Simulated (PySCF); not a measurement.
## What a change does: NMR shielding calculation on C$_{5}$H$_{4}$F$_{2}$

System: C$_{5}$H$_{4}$F$_{2}$.
Method of run 1: GIAO PBE0/STO-3G NMR shielding, non-relativistic, gas phase (PySCF 2.14.0).

The geometry comes from this level: PBE0-D3(BJ)/def2-SVP. Text and figures count atoms from 1; the logs count them from 0 in places.

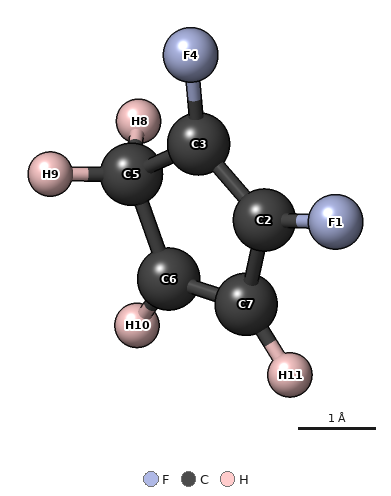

The structure as given in the input (ball-and-stick view, seen at a tilt; atoms are numbered from 1 in the order of the input).

Input, run 1:
```
{"job": {"kind": "nmr", "xc": "PBE0", "basis": "STO-3G", "pop": true}, "charge": 0, "multiplicity": 1}
F      2.284847     1.183803    -0.362831
C      1.121299     0.583502    -0.175021
C      0.782705    -0.671349    -0.530273
F      1.533550    -1.573791    -1.140309
C     -0.627552    -0.933702    -0.132374
C     -1.046790     0.357653     0.505092
C     -0.016291     1.227009     0.472968
H     -0.702433    -1.782932     0.570712
H     -1.256036    -1.191158    -1.003899
H     -2.035458     0.532822     0.928068
H      0.006846     2.247485     0.857054
```

The first line tells a small driver script what to run in PySCF; the rest is the geometry in Å.

Launched with:
```bash
OMP_NUM_THREADS=1 python <driver script> task.json out
```

Hardware: 1 CPU thread, shared host.

Output (run 1):
```
coarse grid: 10088 points
cycle   1  E = -386.9284951069  dE =  1.383e+00  |g| = 4.426e-01  |ddm| = 4.713e+00
cycle   2  E = -386.9008212581  dE =  2.767e-02  |g| = 5.918e-01  |ddm| = 1.372e+00
cycle   3  E = -387.0018600590  dE = -1.010e-01  |g| = 3.557e-02  |ddm| = 7.377e-01
cycle   4  E = -387.0021124139  dE = -2.524e-04  |g| = 2.514e-02  |ddm| = 8.624e-02
cycle   5  E = -387.0022965983  dE = -1.842e-04  |g| = 8.614e-03  |ddm| = 4.677e-02
cycle   6  E = -387.0023216435  dE = -2.505e-05  |g| = 1.455e-03  |ddm| = 1.485e-02
cycle   7  E = -387.0023224556  dE = -8.121e-07  |g| = 2.000e-04  |ddm| = 2.474e-03
final grid: 100736 points
cycle   8  E = -386.9614818064  dE = -5.057e-06  |g| = 3.004e-03  |ddm| = 1.043e-02
cycle   9  E = -386.9614815779  dE =  2.285e-07  |g| = 3.160e-03  |ddm| = 8.259e-03
cycle  10  E = -386.9614847493  dE = -3.171e-06  |g| = 2.464e-04  |ddm| = 4.310e-03
cycle  11  E = -386.9614847664  dE = -1.708e-08  |g| = 9.329e-05  |ddm| = 4.011e-04
cycle  12  E = -386.9614847689  dE = -2.484e-09  |g| = 2.514e-05  |ddm| = 1.376e-04
cycle  13  E = -386.9614847691  dE = -1.993e-10  |g| = 4.633e-06  |ddm| = 4.062e-05
converged SCF energy = -386.9614847691

GIAO shielding tensors (ppm)
atom      isotropic    diamagn.    paramagn.     s11        s22        s33       span
  0 F      358.855     451.319     -92.464    254.112    306.953    515.499    261.388
  1 C      116.676     260.407    -143.731     60.956    135.946    153.127     92.171
  2 C      114.034     260.051    -146.017     62.999    125.366    153.737     90.738
  3 F      343.514     451.543    -108.029    227.759    272.485    530.297    302.538
  4 C      200.765     247.331     -46.566    192.832    197.866    211.596     18.764
  5 C      125.639     255.268    -129.630     45.411    128.455    203.050    157.638
  6 C      121.402     256.216    -134.815     41.686    123.744    198.776    157.090
  7 H       30.395      29.893       0.502     25.532     27.402     38.251     12.719
  8 H       30.391      29.887       0.504     25.531     27.401     38.241     12.710
  9 H       27.107      30.559      -3.452     25.326     26.689     29.307      3.981
 10 H       26.683      30.409      -3.726     24.795     26.049     29.204      4.408
```

For run 2 the input was changed thus:
```diff
-"basis": "STO-3G"
+"basis": "IGLO-III"
```

Predict how the results change.

The total energy of run 2 is 3358.8 kcal/mol lower, which measures the change of basis and not a stability. The HOMO goes from −3.33 to −6.40 eV. The LUMO goes from 2.45 to −0.80 eV. The dipole moment goes from 1.11 to 2.49 D. Of all shieldings, the largest change is that of C3, by −84.7 ppm. The SCF takes 14 iterations against 13. The basis functions go from 39 to 285.

Output (run 2):
```
coarse grid: 10088 points
cycle   1  E = -392.2523801661  dE =  1.231e+00  |g| = 5.929e-01  |ddm| = 2.492e+00
cycle   2  E = -392.2105716559  dE =  4.181e-02  |g| = 7.978e-01  |ddm| = 6.326e-01
cycle   3  E = -392.3088994296  dE = -9.833e-02  |g| = 1.028e-01  |ddm| = 3.567e-01
cycle   4  E = -392.3106059789  dE = -1.707e-03  |g| = 4.602e-02  |ddm| = 7.038e-02
cycle   5  E = -392.3110783883  dE = -4.724e-04  |g| = 9.810e-03  |ddm| = 2.658e-02
cycle   6  E = -392.3110932795  dE = -1.489e-05  |g| = 4.988e-03  |ddm| = 7.059e-03
cycle   7  E = -392.3110988753  dE = -5.596e-06  |g| = 6.865e-04  |ddm| = 2.584e-03
final grid: 100736 points
cycle   8  E = -392.3140566569  dE = -9.176e-05  |g| = 7.001e-03  |ddm| = 5.663e-02
cycle   9  E = -392.3140473222  dE =  9.335e-06  |g| = 1.006e-02  |ddm| = 8.163e-03
cycle  10  E = -392.3140669345  dE = -1.961e-05  |g| = 1.088e-03  |ddm| = 4.230e-03
cycle  11  E = -392.3140671002  dE = -1.657e-07  |g| = 3.461e-04  |ddm| = 8.230e-04
cycle  12  E = -392.3140671213  dE = -2.114e-08  |g| = 7.895e-05  |ddm| = 2.114e-04
cycle  13  E = -392.3140671223  dE = -9.625e-10  |g| = 3.800e-05  |ddm| = 5.626e-05
cycle  14  E = -392.3140671226  dE = -3.148e-10  |g| = 6.876e-06  |ddm| = 2.140e-05
converged SCF energy = -392.3140671226

GIAO shielding tensors (ppm)
atom      isotropic    diamagn.    paramagn.     s11        s22        s33       span
  0 F      329.120     467.460    -138.340    240.269    303.042    444.048    203.779
  1 C       33.082     254.047    -220.966    -29.065     56.027     72.282    101.348
  2 C       29.298     254.121    -224.823    -24.430     41.217     71.106     95.536
  3 F      326.651     467.559    -140.908    238.057    278.215    463.682    225.625
  4 C      145.767     251.789    -106.023    136.873    143.540    156.887     20.013
  5 C       56.119     254.711    -198.592    -58.883     62.906    164.333    223.216
  6 C       45.428     256.726    -211.297    -58.391     55.326    139.350    197.740
  7 H       28.297      29.360      -1.062     24.252     26.653     33.988      9.736
  8 H       28.292      29.362      -1.070     24.258     26.651     33.968      9.710
  9 H       25.419      30.190      -4.771     24.081     25.437     26.737      2.656
 10 H       24.849      29.993      -5.144     23.789     23.799     26.959      3.170
```

The two runs side by side:

| quantity | run 1 | run 2 |
| --- | --- | --- |
| outcome | converged | converged |
| total energy (hartree) | −386.961485 | −392.314067 |
| HOMO (eV) | −3.33 | −6.40 |
| LUMO (eV) | 2.45 | −0.80 |
| dipole moment (D) | 1.11 | 2.49 |
| shielding of F1 (ppm) | 358.9 | 329.1 |
| shielding of C2 (ppm) | 116.7 | 33.1 |
| shielding of C3 (ppm) | 114.0 | 29.3 |
| shielding of F4 (ppm) | 343.5 | 326.7 |
| shielding of C5 (ppm) | 200.8 | 145.8 |
| shielding of C6 (ppm) | 125.6 | 56.1 |
| shielding of C7 (ppm) | 121.4 | 45.4 |
| SCF iterations | 13 | 14 |
| basis functions | 39 | 285 |
| wall time (shared host) | 3 s | 33 s |
